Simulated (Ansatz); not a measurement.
# Molecular dynamics of GaSiH₇O₄ (part 1 of 3)

GaSiH₇O₄, computed with RHF/def2-SVP (Ansatz 0.2.0).

It belongs to a series of runs on one base structure; here: dynamics from the highest image of the converged band. Figures and captions count atoms from 1; the log counts them from 0 in places.

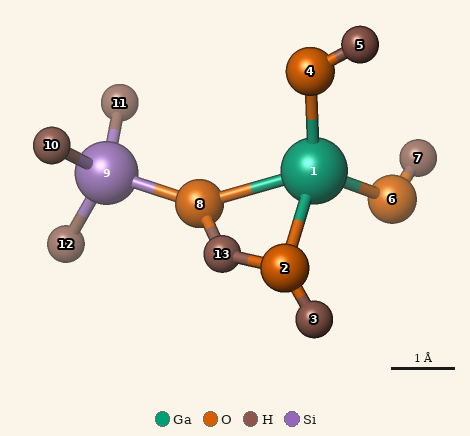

Figure 1. The starting structure (ball-and-stick view, seen at a tilt; atoms are numbered from 1 in the order of the input). Sticks mark near contacts.

## Results in brief

```json
{"quantity": "outcome", "value": "finished"}
{"quantity": "mean temperature over the second half", "value": "430 K"}
{"quantity": "trajectory", "value": "200 steps, 100 fs"}
{"quantity": "ensemble", "value": "nve"}
{"quantity": "temperature in the input", "value": "300.0 K"}
{"quantity": "time step", "value": "0.5 fs"}
{"quantity": "potential energy (last step)", "value": "−68443.8594 eV"}
{"quantity": "mean-field energy (last step)", "value": "−68443.8594 eV"}
{"quantity": "largest force (length of the vector) (last step)", "value": "2.785 eV/Å"}
{"quantity": "hardware", "value": "4 threads of Intel Xeon @ 2.50GHz (Skylake/Cascade Lake), 32 GiB of memory available, shared host"}
{"quantity": "wall time", "value": "10 min (CPU time 36 min)"}
{"quantity": "peak memory", "value": "0.44 GiB"}
```

## Notes

So short a trajectory is not equilibrated.

## The input
```yaml
crystal:
  periodic: [false, false, false]
  atoms:
    - { symbol: Ga, position_ang: [-0.032167, 0.014652, 0.258933] }
    - { symbol: O, position_ang: [-0.632254, -0.755232, 1.904166] }
    - { symbol: H, position_ang: [-1.516542, -1.069915, 2.018515] }
    - { symbol: O, position_ang: [1.603854, -0.376984, -0.300161] }
    - { symbol: H, position_ang: [1.73669, -1.001332, -0.993768] }
    - { symbol: O, position_ang: [-1.424585, 0.195141, -0.828896] }
    - { symbol: H, position_ang: [-1.304203, 0.482222, -1.71868] }
    - { symbol: O, position_ang: [0.111701, 1.360761, 1.664179] }
    - { symbol: Si, position_ang: [0.86762, 2.741724, 2.191171] }
    - { symbol: H, position_ang: [2.060518, 2.405034, 2.995949] }
    - { symbol: H, position_ang: [1.265331, 3.535021, 1.010051] }
    - { symbol: H, position_ang: [-0.071553, 3.523305, 3.024512] }
    - { symbol: H, position_ang: [-0.346009, 0.419804, 2.187928] }
basis:
  gaussian: { orbitals: def2-SVP }
hamiltonian:
  xc: hf
md:
  timestep: 0.5
  n_steps: 200
  ensemble: nve
  temperature: 300.0
  initial_velocities: maxwell_boltzmann
  seed: 4151
```

Run as:
```bash
ansatz run input.yaml --threads 4 --pin off --max-ram 5120MiB --backend cpu --events-out ev --progress --plain --runs-dir out
```

## Output
```
Engine: ansatz 0.2.0, x86_64-unknown-linux-gnu
Functional definition: HF
  exchange = exact_x
  correlation = 0
1445 factors; integrals over basis functions are off by at most 3.5e-4 eV
mean field evaluation 1: about -68437.1461 eV, gradient 5.9e1 eV
mean field evaluation 2: about -68437.1491 eV, gradient 5.9e1 eV
mean field evaluation 4: about -68443.5997 eV, gradient 3.5e0 eV
mean field evaluation 8: about -68443.6355 eV, gradient 1.9e-4 eV
mean field -68443.63550415 eV, -2515.2572120150 hartree, gradient 1.0e-5 eV, S^2 0.000000; 0 other end points of the search recorded, 0 dependent functions left out
the calculation of the forces begins
reference -68443.63550415 eV, -2515.2572120150 hartree; 42, 42 occupied and 99, 99 virtual orbitals, 1445 factors
md step     0: t =     0.00 fs  T =   300.0 K  F+E_penalty+E_count = -68443.63550415 eV  E_kin = 0.426558 eV  conserved = -68443.20894615 eV  (29 SCF iters)
these checks for a lower state are left out or cut short: starts, cluster_reference, orbital_swaps, neighbouring_geometries, increment
1445 factors; integrals over basis functions are off by at most 3.6e-4 eV
mean field evaluation 16: about -68443.6228 eV, gradient 4.5e-5 eV
mean field -68443.62282554 eV, -2515.2567460849 hartree, gradient 4.5e-5 eV, S^2 0.000000; 0 other end points of the search recorded, 0 dependent functions left out
the calculation of the forces begins
reference -68443.62282554 eV, -2515.2567460849 hartree; 42, 42 occupied and 99, 99 virtual orbitals, 1445 factors
md step     1: t =     0.50 fs  T =   291.4 K  F+E_penalty+E_count = -68443.62282554 eV  E_kin = 0.414335 eV  conserved = -68443.20849082 eV  (24 SCF iters)
[... from here on the SCF iterations and repeated set-up lines of each step are left out, up to the last step ...]
md step     2: t =     1.00 fs  T =   269.7 K  F+E_penalty+E_count = -68443.59109677 eV  E_kin = 0.383506 eV  conserved = -68443.20759075 eV  (24 SCF iters)
md step     3: t =     1.50 fs  T =   244.3 K  F+E_penalty+E_count = -68443.55410354 eV  E_kin = 0.347387 eV  conserved = -68443.20671651 eV  (24 SCF iters)
md step     4: t =     2.00 fs  T =   224.6 K  F+E_penalty+E_count = -68443.52551438 eV  E_kin = 0.319305 eV  conserved = -68443.20620895 eV  (24 SCF iters)
md step     5: t =     2.50 fs  T =   216.0 K  F+E_penalty+E_count = -68443.51335576 eV  E_kin = 0.307136 eV  conserved = -68443.20622013 eV  (24 SCF iters)
md step     6: t =     3.00 fs  T =   218.6 K  F+E_penalty+E_count = -68443.51746902 eV  E_kin = 0.310751 eV  conserved = -68443.20671819 eV  (24 SCF iters)
md step     7: t =     3.50 fs  T =   226.9 K  F+E_penalty+E_count = -68443.53006223 eV  E_kin = 0.322579 eV  conserved = -68443.20748310 eV  (24 SCF iters)
md step     8: t =     4.00 fs  T =   233.0 K  F+E_penalty+E_count = -68443.53935417 eV  E_kin = 0.331234 eV  conserved = -68443.20812063 eV  (24 SCF iters)
md step     9: t =     4.50 fs  T =   230.5 K  F+E_penalty+E_count = -68443.53587170 eV  E_kin = 0.327691 eV  conserved = -68443.20818093 eV  (24 SCF iters)
md step    10: t =     5.00 fs  T =   219.3 K  F+E_penalty+E_count = -68443.51925622 eV  E_kin = 0.311794 eV  conserved = -68443.20746172 eV  (24 SCF iters)
md step    11: t =     5.50 fs  T =   207.2 K  F+E_penalty+E_count = -68443.50088755 eV  E_kin = 0.294541 eV  conserved = -68443.20634667 eV  (24 SCF iters)
md step    12: t =     6.00 fs  T =   205.4 K  F+E_penalty+E_count = -68443.49770007 eV  E_kin = 0.291991 eV  conserved = -68443.20570948 eV  (24 SCF iters)
md step    13: t =     6.50 fs  T =   220.2 K  F+E_penalty+E_count = -68443.51923339 eV  E_kin = 0.313074 eV  conserved = -68443.20615983 eV  (24 SCF iters)
md step    14: t =     7.00 fs  T =   247.2 K  F+E_penalty+E_count = -68443.55888175 eV  E_kin = 0.351497 eV  conserved = -68443.20738478 eV  (24 SCF iters)
md step    15: t =     7.50 fs  T =   274.3 K  F+E_penalty+E_count = -68443.59843634 eV  E_kin = 0.389955 eV  conserved = -68443.20848165 eV  (24 SCF iters)
md step    16: t =     8.00 fs  T =   290.1 K  F+E_penalty+E_count = -68443.62134060 eV  E_kin = 0.412520 eV  conserved = -68443.20882011 eV  (24 SCF iters)
md step    17: t =     8.50 fs  T =   291.2 K  F+E_penalty+E_count = -68443.62242898 eV  E_kin = 0.414032 eV  conserved = -68443.20839735 eV  (24 SCF iters)
md step    18: t =     9.00 fs  T =   282.0 K  F+E_penalty+E_count = -68443.60847482 eV  E_kin = 0.400901 eV  conserved = -68443.20757362 eV  (24 SCF iters)
md step    19: t =     9.50 fs  T =   271.5 K  F+E_penalty+E_count = -68443.59282942 eV  E_kin = 0.386099 eV  conserved = -68443.20673073 eV  (24 SCF iters)
md step    20: t =    10.00 fs  T =   269.4 K  F+E_penalty+E_count = -68443.58918442 eV  E_kin = 0.383016 eV  conserved = -68443.20616822 eV  (24 SCF iters)
md step    21: t =    10.50 fs  T =   281.6 K  F+E_penalty+E_count = -68443.60647955 eV  E_kin = 0.400344 eV  conserved = -68443.20613568 eV  (24 SCF iters)
md step    22: t =    11.00 fs  T =   308.2 K  F+E_penalty+E_count = -68443.64497389 eV  E_kin = 0.438204 eV  conserved = -68443.20677009 eV  (24 SCF iters)
md step    23: t =    11.50 fs  T =   342.3 K  F+E_penalty+E_count = -68443.69456969 eV  E_kin = 0.486676 eV  conserved = -68443.20789328 eV  (31 SCF iters)
md step    24: t =    12.00 fs  T =   372.2 K  F+E_penalty+E_count = -68443.73812337 eV  E_kin = 0.529211 eV  conserved = -68443.20891280 eV  (24 SCF iters)
md step    25: t =    12.50 fs  T =   387.9 K  F+E_penalty+E_count = -68443.76066195 eV  E_kin = 0.551545 eV  conserved = -68443.20911728 eV  (24 SCF iters)
md step    26: t =    13.00 fs  T =   387.9 K  F+E_penalty+E_count = -68443.75984709 eV  E_kin = 0.551583 eV  conserved = -68443.20826415 eV  (24 SCF iters)
md step    27: t =    13.50 fs  T =   381.3 K  F+E_penalty+E_count = -68443.74907359 eV  E_kin = 0.542118 eV  conserved = -68443.20695549 eV  (24 SCF iters)
md step    28: t =    14.00 fs  T =   381.2 K  F+E_penalty+E_count = -68443.74820500 eV  E_kin = 0.541967 eV  conserved = -68443.20623819 eV  (24 SCF iters)
md step    29: t =    14.50 fs  T =   394.9 K  F+E_penalty+E_count = -68443.76817992 eV  E_kin = 0.561559 eV  conserved = -68443.20662089 eV  (24 SCF iters)
md step    30: t =    15.00 fs  T =   419.1 K  F+E_penalty+E_count = -68443.80353602 eV  E_kin = 0.595918 eV  conserved = -68443.20761829 eV  (24 SCF iters)
md step    31: t =    15.50 fs  T =   443.7 K  F+E_penalty+E_count = -68443.83924511 eV  E_kin = 0.630861 eV  conserved = -68443.20838409 eV  (24 SCF iters)
md step    32: t =    16.00 fs  T =   460.4 K  F+E_penalty+E_count = -68443.86318494 eV  E_kin = 0.654668 eV  conserved = -68443.20851695 eV  (24 SCF iters)
md step    33: t =    16.50 fs  T =   467.3 K  F+E_penalty+E_count = -68443.87262380 eV  E_kin = 0.664451 eV  conserved = -68443.20817247 eV  (24 SCF iters)
md step    34: t =    17.00 fs  T =   467.6 K  F+E_penalty+E_count = -68443.87249435 eV  E_kin = 0.664815 eV  conserved = -68443.20767911 eV  (24 SCF iters)
md step    35: t =    17.50 fs  T =   466.6 K  F+E_penalty+E_count = -68443.87061528 eV  E_kin = 0.663386 eV  conserved = -68443.20722908 eV  (24 SCF iters)
md step    36: t =    18.00 fs  T =   469.5 K  F+E_penalty+E_count = -68443.87448641 eV  E_kin = 0.667619 eV  conserved = -68443.20686774 eV  (24 SCF iters)
md step    37: t =    18.50 fs  T =   480.6 K  F+E_penalty+E_count = -68443.89006246 eV  E_kin = 0.683376 eV  conserved = -68443.20668604 eV  (24 SCF iters)
md step    38: t =    19.00 fs  T =   501.5 K  F+E_penalty+E_count = -68443.91998166 eV  E_kin = 0.713054 eV  conserved = -68443.20692732 eV  (24 SCF iters)
md step    39: t =    19.50 fs  T =   529.1 K  F+E_penalty+E_count = -68443.96006037 eV  E_kin = 0.752325 eV  conserved = -68443.20773531 eV  (24 SCF iters)
md step    40: t =    20.00 fs  T =   554.9 K  F+E_penalty+E_count = -68443.99778197 eV  E_kin = 0.789044 eV  conserved = -68443.20873830 eV  (24 SCF iters)
md step    41: t =    20.50 fs  T =   569.1 K  F+E_penalty+E_count = -68444.01828370 eV  E_kin = 0.809156 eV  conserved = -68443.20912769 eV  (24 SCF iters)
md step    42: t =    21.00 fs  T =   568.1 K  F+E_penalty+E_count = -68444.01615274 eV  E_kin = 0.807724 eV  conserved = -68443.20842868 eV  (24 SCF iters)
md step    43: t =    21.50 fs  T =   559.0 K  F+E_penalty+E_count = -68444.00193515 eV  E_kin = 0.794774 eV  conserved = -68443.20716096 eV  (24 SCF iters)
md step    44: t =    22.00 fs  T =   554.1 K  F+E_penalty+E_count = -68443.99431147 eV  E_kin = 0.787864 eV  conserved = -68443.20644786 eV  (24 SCF iters)
md step    45: t =    22.50 fs  T =   560.6 K  F+E_penalty+E_count = -68444.00386672 eV  E_kin = 0.797037 eV  conserved = -68443.20682933 eV  (24 SCF iters)
md step    46: t =    23.00 fs  T =   574.9 K  F+E_penalty+E_count = -68444.02517306 eV  E_kin = 0.817428 eV  conserved = -68443.20774494 eV  (24 SCF iters)
md step    47: t =    23.50 fs  T =   588.1 K  F+E_penalty+E_count = -68444.04452065 eV  E_kin = 0.836216 eV  conserved = -68443.20830504 eV  (24 SCF iters)
md step    48: t =    24.00 fs  T =   594.1 K  F+E_penalty+E_count = -68444.05290198 eV  E_kin = 0.844725 eV  conserved = -68443.20817689 eV  (24 SCF iters)
md step    49: t =    24.50 fs  T =   593.5 K  F+E_penalty+E_count = -68444.05152683 eV  E_kin = 0.843903 eV  conserved = -68443.20762333 eV  (30 SCF iters)
md step    50: t =    25.00 fs  T =   591.8 K  F+E_penalty+E_count = -68444.04847148 eV  E_kin = 0.841417 eV  conserved = -68443.20705479 eV  (24 SCF iters)
md step    51: t =    25.50 fs  T =   594.9 K  F+E_penalty+E_count = -68444.05260604 eV  E_kin = 0.845899 eV  conserved = -68443.20670664 eV  (24 SCF iters)
md step    52: t =    26.00 fs  T =   607.0 K  F+E_penalty+E_count = -68444.06971727 eV  E_kin = 0.863092 eV  conserved = -68443.20662547 eV  (24 SCF iters)
md step    53: t =    26.50 fs  T =   629.1 K  F+E_penalty+E_count = -68444.10134273 eV  E_kin = 0.894510 eV  conserved = -68443.20683281 eV  (24 SCF iters)
md step    54: t =    27.00 fs  T =   658.8 K  F+E_penalty+E_count = -68444.14418483 eV  E_kin = 0.936769 eV  conserved = -68443.20741568 eV  (24 SCF iters)
md step    55: t =    27.50 fs  T =   689.7 K  F+E_penalty+E_count = -68444.18904672 eV  E_kin = 0.980708 eV  conserved = -68443.20833864 eV  (24 SCF iters)
md step    56: t =    28.00 fs  T =   712.3 K  F+E_penalty+E_count = -68444.22201256 eV  E_kin = 1.012861 eV  conserved = -68443.20915119 eV  (24 SCF iters)
md step    57: t =    28.50 fs  T =   719.1 K  F+E_penalty+E_count = -68444.23155988 eV  E_kin = 1.022415 eV  conserved = -68443.20914510 eV  (24 SCF iters)
md step    58: t =    29.00 fs  T =   710.7 K  F+E_penalty+E_count = -68444.21865575 eV  E_kin = 1.010529 eV  conserved = -68443.20812716 eV  (24 SCF iters)
md step    59: t =    29.50 fs  T =   697.6 K  F+E_penalty+E_count = -68444.19884541 eV  E_kin = 0.991913 eV  conserved = -68443.20693224 eV  (24 SCF iters)
md step    60: t =    30.00 fs  T =   691.4 K  F+E_penalty+E_count = -68444.18980764 eV  E_kin = 0.983110 eV  conserved = -68443.20669804 eV  (24 SCF iters)
md step    61: t =    30.50 fs  T =   694.5 K  F+E_penalty+E_count = -68444.19508556 eV  E_kin = 0.987526 eV  conserved = -68443.20755923 eV  (24 SCF iters)
md step    62: t =    31.00 fs  T =   698.7 K  F+E_penalty+E_count = -68444.20202743 eV  E_kin = 0.993463 eV  conserved = -68443.20856462 eV  (24 SCF iters)
md step    63: t =    31.50 fs  T =   693.7 K  F+E_penalty+E_count = -68444.19522995 eV  E_kin = 0.986381 eV  conserved = -68443.20884898 eV  (24 SCF iters)
md step    64: t =    32.00 fs  T =   676.0 K  F+E_penalty+E_count = -68444.16950689 eV  E_kin = 0.961151 eV  conserved = -68443.20835542 eV  (24 SCF iters)
md step    65: t =    32.50 fs  T =   649.8 K  F+E_penalty+E_count = -68444.13152244 eV  E_kin = 0.923969 eV  conserved = -68443.20755318 eV  (24 SCF iters)
md step    66: t =    33.00 fs  T =   623.4 K  F+E_penalty+E_count = -68444.09323355 eV  E_kin = 0.886334 eV  conserved = -68443.20689939 eV  (24 SCF iters)
md step    67: t =    33.50 fs  T =   603.6 K  F+E_penalty+E_count = -68444.06488596 eV  E_kin = 0.858292 eV  conserved = -68443.20659380 eV  (24 SCF iters)
md step    68: t =    34.00 fs  T =   594.3 K  F+E_penalty+E_count = -68444.05158124 eV  E_kin = 0.844950 eV  conserved = -68443.20663099 eV  (24 SCF iters)
md step    69: t =    34.50 fs  T =   595.0 K  F+E_penalty+E_count = -68444.05297917 eV  E_kin = 0.846015 eV  conserved = -68443.20696395 eV  (24 SCF iters)
md step    70: t =    35.00 fs  T =   602.3 K  F+E_penalty+E_count = -68444.06389896 eV  E_kin = 0.856322 eV  conserved = -68443.20757692 eV  (24 SCF iters)
md step    71: t =    35.50 fs  T =   609.4 K  F+E_penalty+E_count = -68444.07485398 eV  E_kin = 0.866505 eV  conserved = -68443.20834872 eV  (24 SCF iters)
md step    72: t =    36.00 fs  T =   608.8 K  F+E_penalty+E_count = -68444.07446281 eV  E_kin = 0.865611 eV  conserved = -68443.20885164 eV  (24 SCF iters)
md step    73: t =    36.50 fs  T =   596.1 K  F+E_penalty+E_count = -68444.05607917 eV  E_kin = 0.847540 eV  conserved = -68443.20853943 eV  (24 SCF iters)
md step    74: t =    37.00 fs  T =   575.3 K  F+E_penalty+E_count = -68444.02540631 eV  E_kin = 0.818001 eV  conserved = -68443.20740500 eV  (30 SCF iters)
md step    75: t =    37.50 fs  T =   558.0 K  F+E_penalty+E_count = -68443.99978615 eV  E_kin = 0.793443 eV  conserved = -68443.20634289 eV  (24 SCF iters)
md step    76: t =    38.00 fs  T =   554.6 K  F+E_penalty+E_count = -68443.99487092 eV  E_kin = 0.788502 eV  conserved = -68443.20636929 eV  (24 SCF iters)
md step    77: t =    38.50 fs  T =   564.6 K  F+E_penalty+E_count = -68444.01016895 eV  E_kin = 0.802744 eV  conserved = -68443.20742511 eV  (24 SCF iters)
md step    78: t =    39.00 fs  T =   577.7 K  F+E_penalty+E_count = -68444.02986418 eV  E_kin = 0.821386 eV  conserved = -68443.20847811 eV  (24 SCF iters)
md step    79: t =    39.50 fs  T =   582.9 K  F+E_penalty+E_count = -68444.03758207 eV  E_kin = 0.828851 eV  conserved = -68443.20873155 eV  (24 SCF iters)
md step    80: t =    40.00 fs  T =   576.9 K  F+E_penalty+E_count = -68444.02848117 eV  E_kin = 0.820253 eV  conserved = -68443.20822784 eV  (24 SCF iters)
md step    81: t =    40.50 fs  T =   564.0 K  F+E_penalty+E_count = -68444.00939830 eV  E_kin = 0.801923 eV  conserved = -68443.20747541 eV  (24 SCF iters)
md step    82: t =    41.00 fs  T =   551.9 K  F+E_penalty+E_count = -68443.99160880 eV  E_kin = 0.784696 eV  conserved = -68443.20691271 eV  (24 SCF iters)
md step    83: t =    41.50 fs  T =   546.7 K  F+E_penalty+E_count = -68443.98399311 eV  E_kin = 0.777279 eV  conserved = -68443.20671405 eV  (24 SCF iters)
md step    84: t =    42.00 fs  T =   550.7 K  F+E_penalty+E_count = -68443.98992556 eV  E_kin = 0.783049 eV  conserved = -68443.20687693 eV  (24 SCF iters)
md step    85: t =    42.50 fs  T =   562.4 K  F+E_penalty+E_count = -68444.00695806 eV  E_kin = 0.799588 eV  conserved = -68443.20736980 eV  (24 SCF iters)
md step    86: t =    43.00 fs  T =   576.1 K  F+E_penalty+E_count = -68444.02729079 eV  E_kin = 0.819140 eV  conserved = -68443.20815030 eV  (24 SCF iters)
md step    87: t =    43.50 fs  T =   583.6 K  F+E_penalty+E_count = -68444.03884800 eV  E_kin = 0.829858 eV  conserved = -68443.20899006 eV  (24 SCF iters)
md step    88: t =    44.00 fs  T =   576.7 K  F+E_penalty+E_count = -68444.02933675 eV  E_kin = 0.819999 eV  conserved = -68443.20933744 eV  (24 SCF iters)
md step    89: t =    44.50 fs  T =   552.8 K  F+E_penalty+E_count = -68443.99467641 eV  E_kin = 0.786038 eV  conserved = -68443.20863823 eV  (24 SCF iters)
md step    90: t =    45.00 fs  T =   520.1 K  F+E_penalty+E_count = -68443.94656845 eV  E_kin = 0.739475 eV  conserved = -68443.20709368 eV  (24 SCF iters)
md step    91: t =    45.50 fs  T =   494.2 K  F+E_penalty+E_count = -68443.90854040 eV  E_kin = 0.702616 eV  conserved = -68443.20592432 eV  (24 SCF iters)
md step    92: t =    46.00 fs  T =   486.4 K  F+E_penalty+E_count = -68443.89789181 eV  E_kin = 0.691655 eV  conserved = -68443.20623715 eV  (34 SCF iters)
md step    93: t =    46.50 fs  T =   494.0 K  F+E_penalty+E_count = -68443.91001351 eV  E_kin = 0.702349 eV  conserved = -68443.20766448 eV  (34 SCF iters)
md step    94: t =    47.00 fs  T =   502.7 K  F+E_penalty+E_count = -68443.92354863 eV  E_kin = 0.714711 eV  conserved = -68443.20883800 eV  (35 SCF iters)
md step    95: t =    47.50 fs  T =   500.1 K  F+E_penalty+E_count = -68443.92004561 eV  E_kin = 0.711108 eV  conserved = -68443.20893766 eV  (34 SCF iters)
md step    96: t =    48.00 fs  T =   484.2 K  F+E_penalty+E_count = -68443.89669673 eV  E_kin = 0.688523 eV  conserved = -68443.20817359 eV  (34 SCF iters)
md step    97: t =    48.50 fs  T =   462.1 K  F+E_penalty+E_count = -68443.86418941 eV  E_kin = 0.657001 eV  conserved = -68443.20718877 eV  (57 SCF iters)
md step    98: t =    49.00 fs  T =   443.7 K  F+E_penalty+E_count = -68443.83734405 eV  E_kin = 0.630862 eV  conserved = -68443.20648206 eV  (34 SCF iters)
md step    99: t =    49.50 fs  T =   436.7 K  F+E_penalty+E_count = -68443.82718156 eV  E_kin = 0.620919 eV  conserved = -68443.20626241 eV  (34 SCF iters)
md step   100: t =    50.00 fs  T =   443.6 K  F+E_penalty+E_count = -68443.83721819 eV  E_kin = 0.630673 eV  conserved = -68443.20654564 eV  (34 SCF iters)
md step   101: t =    50.50 fs  T =   461.2 K  F+E_penalty+E_count = -68443.86298361 eV  E_kin = 0.655736 eV  conserved = -68443.20724722 eV  (34 SCF iters)
md step   102: t =    51.00 fs  T =   481.9 K  F+E_penalty+E_count = -68443.89343457 eV  E_kin = 0.685257 eV  conserved = -68443.20817746 eV  (34 SCF iters)
md step   103: t =    51.50 fs  T =   496.1 K  F+E_penalty+E_count = -68443.91429972 eV  E_kin = 0.705345 eV  conserved = -68443.20895444 eV  (33 SCF iters)
```
